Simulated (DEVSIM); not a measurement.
Device: abrupt Si n-p junction, at 300 K.

| layer (left to right) | material | thickness (μm) | Nd (cm⁻³) | Na (cm⁻³) | τn (s) | τp (s) |
|---|---|---|---|---|---|---|
| 1 | Si | 0.340 | 2.9e18 | - | 0.00031 | 0.00031 |
| 2 | Si | 1.60 | - | 1e14 | 0.00031 | 0.00031 |

Left contact: ohmic. Right contact: ohmic. Voltage is applied to the left contact. Recombination: SRH at mid-gap, Auger. Mobility is μmin + (μ − μmin)/(1 + (N/Nref)^α).

The device is made up for the run: typed textbook-type constants, with dimensions and the other settings drawn at random. Values at 300 K.

```
parameter           Si
-------------  -------
gap (eV)         1.124
affinity (eV)     4.05
permittivity      11.7
Nc (cm⁻³)      2.86e19
Nv (cm⁻³)       3.1e19
μn (cm²/Vs)       1417
μp (cm²/Vs)        470
μn,min              52
μp,min              45
Nref,n          9.7e16
Nref,p          2.2e17
αn                0.68
αp                0.72
Cn (cm⁶/s)     2.8e-31
Cp (cm⁶/s)     9.9e-32
```

Model (solved in DEVSIM): 1D drift-diffusion, Boltzmann statistics, complete ionisation; no tunnelling, impact ionisation, image-force lowering or self-heating.

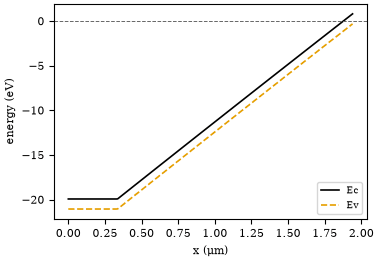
Fig. 1. Band edges at 20.0 V on the left contact

Energies count from the Fermi level of the right contact; mesh points crowd at the junctions.

| x (μm) | Ec (eV) | Ev (eV) | n (cm⁻³) | p (cm⁻³) | field (V/cm) |
|---|---|---|---|---|---|
| 0.000 | -19.941 | -21.065 | 2.9e18 | < 1e2 | ≈ 0 |
| 0.01617 | -19.941 | -21.065 | 2.9e18 | < 1e2 | ≈ 0 |
| 0.03923 | -19.941 | -21.065 | 2.9e18 | < 1e2 | ≈ 0 |
| 0.07794 | -19.941 | -21.065 | 2.9e18 | < 1e2 | ≈ 0 |
| 0.1639 | -19.941 | -21.065 | 2.9e18 | < 1e2 | ≈ 0 |
| 0.2332 | -19.941 | -21.065 | 2.9e18 | < 1e2 | ≈ 0 |
| 0.2824 | -19.941 | -21.065 | 2.9e18 | < 1e2 | ≈ 0 |
| 0.3208 | -19.941 | -21.065 | 2.9e18 | < 1e2 | 110 |
| 0.3370 | -19.923 | -21.047 | 1.4e18 | < 1e2 | 69000 |
| 0.3520 | -19.730 | -20.854 | 8.4e14 | < 1e2 | 130000 |
| 0.3744 | -19.438 | -20.562 | 1.1e10 | < 1e2 | 130000 |
| 0.4312 | -18.698 | -19.822 | 1100000 | < 1e2 | 130000 |
| 0.5092 | -17.682 | -18.806 | 1100000 | < 1e2 | 130000 |
| 0.6396 | -15.984 | -17.108 | 1100000 | < 1e2 | 130000 |
| 0.9262 | -12.263 | -13.387 | 1100000 | < 1e2 | 130000 |
| 1.288 | -7.583 | -8.707 | 1200000 | < 1e2 | 130000 |
| 1.560 | -4.077 | -5.201 | 1200000 | < 1e2 | 130000 |
| 1.713 | -2.112 | -3.236 | 1200000 | < 1e2 | 130000 |
| 1.836 | -0.531 | -1.655 | 1200000 | < 1e2 | 130000 |
| 1.888 | 0.131 | -0.993 | 1200000 | 690 | 130000 |
| 1.917 | 0.503 | -0.621 | 1200000 | 1.1e9 | 130000 |
| 1.940 | 0.797 | -0.327 | 1200000 | 1.0e14 | 130000 |
